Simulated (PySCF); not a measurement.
# C7H9B: runs on many settings, part 2 of 2

PySCF 2.14.0. Atoms count from 0. Earlier steps stand in the parts before.

## 6. J couplings: BLYP/6-31G

The job: settings as JSON, then the geometry in Å.

```
{"job": {"kind": "j", "xc": "BLYP", "basis": "6-31G", "scf": {"damp": 0.2}}, "charge": 0, "multiplicity": 1}
C      1.093011     2.919187     0.238675
C      0.891927     1.746801     0.079971
C      0.627229     0.360254    -0.098827
C      1.627159    -0.413659    -0.467480
C      2.583066    -1.200194    -0.832149
B     -0.809793    -0.196622     0.142520
C     -1.109008    -1.735614    -0.022306
C     -1.942399     0.808286     0.582532
H      1.272982     3.943562     0.374199
H      3.214713    -1.700709    -0.114932
H      2.801449    -1.388459    -1.871897
H     -1.306190    -2.174805     0.956412
H     -0.298606    -2.303623    -0.473702
H     -2.009899    -1.907355    -0.609401
H     -1.704809     1.244519     1.553502
H     -2.008119     1.652131    -0.103985
H     -2.929711     0.358333     0.656960
```

With the program's defaults for keys left out, this is: BLYP/6-31G indirect spin-spin coupling, non-relativistic, gas phase.

Output:

```text
damping 0.20 in the first 6 cycles
final grid: 138016 points
cycle   1  E = -296.5328118133  dE =  8.319e-01  |g| = 7.359e-01  |ddm| = 4.552e+00
cycle   2  E = -296.5437382593  dE = -1.093e-02  |g| = 7.070e-01  |ddm| = 1.558e+00
cycle   3  E = -296.4457054160  dE =  9.803e-02  |g| = 9.042e-01  |ddm| = 1.717e+00
cycle   4  E = -295.9425818793  dE =  5.031e-01  |g| = 1.579e+00  |ddm| = 2.738e+00
cycle   5  E = -294.9571171589  dE =  9.855e-01  |g| = 2.250e+00  |ddm| = 5.869e+00
cycle   6  E = -284.7814895818  dE =  1.018e+01  |g| = 4.844e+00  |ddm| = 1.202e+01
cycle   7  E = -232.0317646057  dE =  5.275e+01  |g| = 6.918e+00  |ddm| = 1.156e+02
cycle   8  E = -267.1937872232  dE = -3.516e+01  |g| = 6.214e+00  |ddm| = 1.987e+02
cycle   9  E = -295.5040757340  dE = -2.831e+01  |g| = 2.044e+00  |ddm| = 1.602e+02
cycle  10  E = -291.7534038955  dE =  3.751e+00  |g| = 3.318e+00  |ddm| = 7.070e+00
cycle  11  E = -294.5444597551  dE = -2.791e+00  |g| = 2.001e+00  |ddm| = 5.560e+00
cycle  12  E = -295.8732736405  dE = -1.329e+00  |g| = 1.415e+00  |ddm| = 3.199e+00
cycle  13  E = -296.6343572498  dE = -7.611e-01  |g| = 3.847e-01  |ddm| = 1.616e+00
cycle  14  E = -296.6268510686  dE =  7.506e-03  |g| = 4.450e-01  |ddm| = 1.018e+00
cycle  15  E = -296.6851708544  dE = -5.832e-02  |g| = 9.039e-02  |ddm| = 6.720e-01
cycle  16  E = -296.6875282693  dE = -2.357e-03  |g| = 4.306e-02  |ddm| = 1.763e-01
cycle  17  E = -296.6880465821  dE = -5.183e-04  |g| = 9.707e-03  |ddm| = 4.700e-02
cycle  18  E = -296.6880835136  dE = -3.693e-05  |g| = 2.612e-03  |ddm| = 1.946e-02
cycle  19  E = -296.6880844642  dE = -9.506e-07  |g| = 1.779e-03  |ddm| = 4.546e-03
cycle  20  E = -296.6880852288  dE = -7.646e-07  |g| = 7.457e-04  |ddm| = 2.759e-03
cycle  21  E = -296.6880853810  dE = -1.522e-07  |g| = 1.006e-04  |ddm| = 9.483e-04
cycle  22  E = -296.6880853830  dE = -1.999e-09  |g| = 5.809e-05  |ddm| = 2.044e-04
cycle  23  E = -296.6880853840  dE = -1.016e-09  |g| = 1.228e-05  |ddm| = 9.211e-05
cycle  24  E = -296.6880853840  dE = -3.467e-11  |g| = 8.077e-06  |ddm| = 2.962e-05
converged SCF energy = -296.6880853840

Indirect spin-spin couplings (Hz)
  i      j    bonds     total        FC       PSO       DSO        SD
  0 C    1 C    1    181.274   177.091     4.055     0.128         -
  0 C    2 C    2      8.093     8.487    -0.271    -0.123         -
  0 C    3 C    3      4.655     5.781    -1.059    -0.067         -
  0 C    4 C    4     -0.586    -0.446    -0.083    -0.057         -
  0 C    5 B    3      1.941     2.169    -0.109    -0.069    -0.049
  0 C    6 C    4      0.617     0.631     0.041    -0.055         -
  0 C    8 H    1    229.541   229.490    -0.568     0.618         -
  0 C    9 H    5      2.923     3.087     0.032    -0.195         -
  0 C   10 H    5      2.925     3.088     0.031    -0.194         -
  1 C    2 C    1     79.211    80.942    -2.009     0.278         -
  1 C    3 C    2     -5.278    -5.627     0.329     0.019         -
  1 C    4 C    3      6.968     6.935     0.080    -0.047         -
  1 C    5 B    2     -2.298    -2.374     0.058     0.035    -0.017
  1 C    6 C    3      2.947     2.939     0.047    -0.040         -
  1 C    7 C    3      1.875     1.848    -0.018     0.044         -
  1 C    8 H    2     34.443    32.104     3.492    -1.154         -
  1 C    9 H    4     -6.367    -6.290     0.096    -0.173         -
  1 C   10 H    4     -6.364    -6.289     0.096    -0.171         -
  1 C   12 H    4     -0.161    -0.116     0.126    -0.170         -
  1 C   13 H    4      0.237     0.319     0.116    -0.198         -
  1 C   14 H    4      0.284     0.109    -0.039     0.215         -
  1 C   15 H    4      0.285     0.067    -0.057     0.275         -
  2 C    3 C    1     87.575    93.695    -6.367     0.247         -
  2 C    4 C    2      3.961     4.606    -0.521    -0.124         -
  2 C    5 B    1     70.457    71.399    -1.398     0.313     0.143
  2 C    6 C    2      5.636     5.690    -0.081     0.028         -
  2 C    7 C    2      4.954     4.979    -0.060     0.035         -
  2 C    8 H    3      3.681     4.072     0.056    -0.447         -
  2 C    9 H    3      8.854     9.131     0.082    -0.358         -
  2 C   10 H    3      8.847     9.122     0.081    -0.356         -
  2 C   11 H    3      0.291     0.375     0.036    -0.120         -
  2 C   12 H    3      4.145     4.166    -0.162     0.141         -
  2 C   13 H    3      2.946     3.075     0.071    -0.201         -
  2 C   14 H    3     -0.062    -0.084    -0.059     0.082         -
  2 C   15 H    3      0.875     0.843    -0.080     0.113         -
  2 C   16 H    3      7.308     7.463     0.112    -0.268         -
  3 C    4 C    1    103.960   110.052    -6.254     0.162         -
  3 C    5 B    2     -0.386    -1.013     0.260     0.010     0.357
  3 C    6 C    3      1.063     1.101    -0.071     0.033         -
  3 C    7 C    3      2.654     2.521     0.183    -0.050         -
  3 C    8 H    4     -3.581    -3.037    -0.269    -0.275         -
  3 C    9 H    2     -7.195    -5.494    -1.212    -0.489         -
  3 C   10 H    2     -7.129    -5.426    -1.214    -0.489         -
  3 C   11 H    4      1.086     1.148     0.024    -0.087         -
  3 C   12 H    4      0.174    -0.089    -0.128     0.391         -
  3 C   13 H    4      0.596     0.700     0.070    -0.173         -
  3 C   14 H    4      0.747     0.834     0.100    -0.186         -
  3 C   15 H    4      0.585     0.659     0.113    -0.187         -
  3 C   16 H    4      0.697     0.812     0.137    -0.252         -
  4 C    5 B    3      2.709     2.876    -0.130    -0.059     0.022
  4 C    6 C    4      0.248     0.251     0.008    -0.010         -
  4 C    7 C    4      0.593     0.619     0.026    -0.052         -
  4 C    8 H    5      0.512     0.694     0.033    -0.214         -
  4 C    9 H    1    178.248   176.643     0.899     0.706         -
  4 C   10 H    1    178.297   176.692     0.899     0.706         -
  4 C   11 H    5     -0.654    -0.578     0.051    -0.128         -
  4 C   12 H    5      0.341     0.195    -0.067     0.212         -
  4 C   13 H    5     -0.421    -0.316     0.077    -0.182         -
  4 C   14 H    5     -0.665    -0.551     0.078    -0.193         -
  4 C   15 H    5     -0.543    -0.430     0.081    -0.195         -
  4 C   16 H    5      0.257     0.374     0.094    -0.211         -
  5 B    6 C    1     65.697    66.873    -1.633     0.211     0.246
  5 B    7 C    1     65.266    66.499    -1.682     0.212     0.238
  5 B    8 H    4     -1.525    -1.209     0.004    -0.315    -0.005
  5 B    9 H    4     -0.893    -0.658     0.000    -0.224    -0.011
  5 B   10 H    4     -0.885    -0.654     0.001    -0.223    -0.009
  5 B   11 H    2     -1.477    -1.422    -0.127    -0.102     0.174
  5 B   12 H    2     -5.680    -5.173    -0.390    -0.181     0.065
  5 B   13 H    2     -2.345    -2.053    -0.254    -0.153     0.115
  5 B   14 H    2     -2.229    -2.153    -0.140    -0.104     0.167
  5 B   15 H    2     -2.990    -2.817    -0.194    -0.120     0.142
  5 B   16 H    2     -3.737    -3.140    -0.436    -0.211     0.050
  6 C    7 C    2      3.406     3.574    -0.163    -0.004         -
  6 C    8 H    5     -0.222    -0.101     0.085    -0.206         -
  6 C    9 H    5     -0.535    -0.471     0.020    -0.084         -
  6 C   10 H    5     -0.544    -0.475     0.019    -0.089         -
  6 C   11 H    1    133.481   131.199     1.582     0.701         -
  6 C   12 H    1    141.502   139.443     1.353     0.706         -
  6 C   13 H    1    137.187   134.997     1.505     0.686         -
  6 C   14 H    3      0.910     1.045     0.089    -0.224         -
  6 C   15 H    3      1.763     1.924     0.102    -0.263         -
  6 C   16 H    3      3.950     3.927    -0.035     0.058         -
  7 C    8 H    5     -0.203    -0.087     0.024    -0.140         -
  7 C    9 H    5     -0.597    -0.501     0.080    -0.176         -
  7 C   10 H    5     -0.596    -0.500     0.080    -0.175         -
  7 C   11 H    3     -0.112    -0.062     0.003    -0.053         -
  7 C   12 H    3      6.630     6.841     0.127    -0.338         -
  7 C   13 H    3      1.524     1.550    -0.026    -0.000         -
  7 C   14 H    1    134.883   132.647     1.520     0.716         -
  7 C   15 H    1    137.008   134.826     1.466     0.715         -
  7 C   16 H    1    140.021   137.913     1.435     0.673         -
  8 H    9 H    6     -2.514    -1.965     0.186    -0.735         -
  8 H   10 H    6     -2.516    -1.968     0.185    -0.733         -
  8 H   11 H    6     -0.471     0.015     0.260    -0.746         -
  8 H   12 H    6     -0.549    -0.021     0.289    -0.818         -
  8 H   13 H    6     -0.509    -0.018     0.272    -0.763         -
  8 H   14 H    6     -0.229     0.054    -0.012    -0.270         -
  8 H   15 H    6     -0.200     0.043    -0.052    -0.190         -
  8 H   16 H    6     -0.640    -0.044     0.308    -0.904         -
  9 H   10 H    2    -23.367   -21.721     1.760    -3.406         -
  9 H   11 H    6      1.377     1.591     0.072    -0.286         -
  9 H   12 H    6      0.150     0.062    -0.131     0.219         -
  9 H   13 H    6      0.460     0.991     0.316    -0.847         -
  9 H   14 H    6      1.219     1.561     0.188    -0.530         -
  9 H   15 H    6      0.711     1.199     0.300    -0.787         -
  9 H   16 H    6     -0.610    -0.169     0.287    -0.728         -
 10 H   11 H    6      1.070     1.569     0.284    -0.784         -
 10 H   12 H    6      0.244     0.071    -0.182     0.356         -
 10 H   13 H    6      0.637     0.986     0.176    -0.525         -
 10 H   14 H    6      1.040     1.530     0.301    -0.791         -
 10 H   15 H    6      0.939     1.290     0.196    -0.546         -
 10 H   16 H    6     -0.636    -0.206     0.278    -0.708         -
 11 H   12 H    2    -18.248   -16.998     1.061    -2.311         -
 11 H   13 H    2    -22.285   -21.195     1.183    -2.273         -
 11 H   14 H    4      2.096     2.309     0.059    -0.272         -
 11 H   15 H    4      1.667     2.516     0.555    -1.404         -
 12 H   13 H    2    -15.096   -13.729     1.047    -2.414         -
 12 H   14 H    4     -1.364    -0.547     0.528    -1.346         -
 12 H   15 H    4      0.900     1.665     0.491    -1.256         -
 12 H   16 H    4     -0.298     0.500     0.514    -1.312         -
 13 H   14 H    4      2.036     2.772     0.484    -1.220         -
 13 H   16 H    4      0.471    -0.007    -0.430     0.908         -
 14 H   15 H    2    -22.721   -21.746     1.112    -2.087         -
 14 H   16 H    2    -17.184   -15.863     1.089    -2.410         -
 15 H   16 H    2    -15.798   -14.428     1.068    -2.438         -
```

Run time: 34 s. Hardware: 1 thread of Intel Xeon at 2.70GHz, shared host; peak memory 0.49 GiB.

This basis has no tight s functions, so the Fermi-contact terms are rough.

A choice of the couplings up to four bonds, sorted by the number of bonds, with means over like pairs; isotopes 11B, 13C, 1H:

| pair | bonds | J (Hz) | Fermi contact (Hz) |
| --- | --- | --- | --- |
| C0–H8 | 1 | 229.5 | 229.5 |
| C0–C1 | 1 | 181.3 | 177.1 |
| C4–H9 | 1 | 178.3 | 176.7 |
| C6–H11 | 1 | 137.3 | 135.2 |
| C3–C4 | 1 | 104.0 | 110.1 |
| C2–C3 | 1 | 87.6 | 93.7 |
| C1–C2 | 1 | 79.2 | 80.9 |
| C2–B5 | 1 | 70.5 | 71.4 |
| B5–C6 | 1 | 65.5 | 66.7 |
| C1–H8 | 2 | 34.4 | 32.1 |
| H9–H10 | 2 | -23.4 | -21.7 |
| H11–H12 | 2 | -18.6 | -17.3 |
| C0–C2 | 2 | 8.1 | 8.5 |
| C3–H9 | 2 | -7.2 | -5.5 |
| C2–C6 | 2 | 5.3 | 5.3 |
| C1–C3 | 2 | -5.3 | -5.6 |
| C2–C4 | 2 | 4.0 | 4.6 |
| C6–C7 | 2 | 3.4 | 3.6 |
| C2–H9 | 3 | 8.9 | 9.1 |
| C1–C4 | 3 | 7.0 | 6.9 |
| C0–C3 | 3 | 4.7 | 5.8 |
| C2–H8 | 3 | 3.7 | 4.1 |
| C4–B5 | 3 | 2.7 | 2.9 |
| C2–H11 | 3 | 2.6 | 2.6 |
| C6–H14 | 3 | 2.4 | 2.5 |
| C1–C6 | 3 | 2.4 | 2.4 |
| C0–B5 | 3 | 1.9 | 2.2 |
| C1–H9 | 4 | -6.4 | -6.3 |
| C3–H8 | 4 | -3.6 | -3.0 |
| B5–H8 | 4 | -1.5 | -1.2 |

The spin-dipole term was solved for some atoms only; pairs without it lack that part.

Quadrupole couplings from the field gradients of the same density:

| atom | isotope | eQq/h (MHz) | η |
| --- | --- | --- | --- |
| B5 | 11B | 4.427 | 0.17 |

Joined with the shifts from before (PBE/pcSseg-0, unscaled), the couplings predict the line list below for 400 MHz. Couplings to quadrupolar nuclei are left out.

¹H NMR δ 5.00 (d, J = 2.5 Hz, 2H), 2.77 (t, J = 2.5 Hz, 1H), 1.25 (s, 6H). The letters are first-order; like nuclei with unlike couplings give more lines.

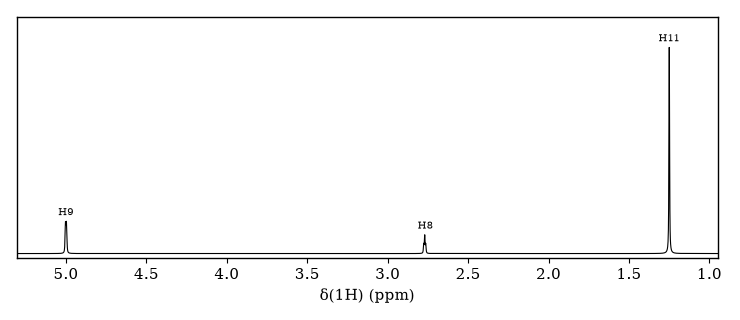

Simulated proton spectrum at 400 MHz, by exact diagonalisation of each spin system; lines 1.2 Hz wide, exchangeable protons uncoupled.

## 7. Side by side: NMR shifts

Shifts (ppm) of some atoms, chosen among heavy atoms and hydrogens apart, means over like atoms, with basis size and wall time:

| run | C3 | C2 | C0 | C1 | C4 | H8 | H11 | functions | time |
| --- | --- | --- | --- | --- | --- | --- | --- | --- | --- |
| PBE/pcSseg-0 | 238.0 | 97.6 | 92.4 | 84.2 | 75.7 | 2.77 | 1.25 | 90 | 19 s |
| KT3/ANO-RCC-VDZP | 216.1 | 84.1 | 71.3 | 68.5 | 60.7 | 3.08 | 0.93 | 157 | 2 min |

## 8. Outcome

What follows sums up all 2 parts.

| quantity | value |
| --- | --- |
| lowest singlet (OLYP/def2-SVP) | 4.32 eV (287 nm), f = 0.000 |
| brightest single state of those computed | state 3, 4.52 eV, f = 0.161 |
| lowest triplet | 3.24 eV |
| ¹³C shifts against TMS (PBE/pcSseg-0, means over atoms taken as alike) | 238.0, 97.6, 92.4, 84.2, 75.7, 17.2 ppm |
| ¹H shifts against TMS (PBE/pcSseg-0, means over atoms taken as alike) | 5.00, 2.77, 1.25 ppm |
| shieldings of B (PBE/pcSseg-0) | B5 20.7 ppm |
| largest coupling of the table (BLYP/6-31G) | ¹J(C,H) C0–H8, 229.5 Hz |
| range of the shift of C3 | 216.1 to 238.0 ppm |
| property runs in this session | 5, of which 0 failed and 1 gave unsound results |

What this shows: Single values in the summary come from the first run of each kind that ended normally (OLYP/def2-SVP; PBE/pcSseg-0; BLYP/6-31G), which need not be the best level. The lowest singlet, at 4.32 eV, is HOMO−1→LUMO 0.93 and is dark; of the 6 states computed, the strongest absorption comes from state 3 at 4.52 eV. The lowest triplet lies 1.08 eV below the lowest singlet. At PBE/pcSseg-0: The widest tensor belongs to C1: span 276 ppm, with a paramagnetic part of -168 ppm. In the run at BLYP/6-31G, the largest coupling of the table is C0–H8, 229.5 Hz, of which the Fermi-contact term gives 229.5 Hz. Couplings across rotatable bonds belong to this one conformer; where others are populated, the observed values are averages. Among the atoms with a shift in every run: Across the 2 runs the shift of C3 moves most, between 216.1 (KT3/ANO-RCC-VDZP) and 238.0 ppm (PBE/pcSseg-0). Couplings from bases without tight functions are rough.
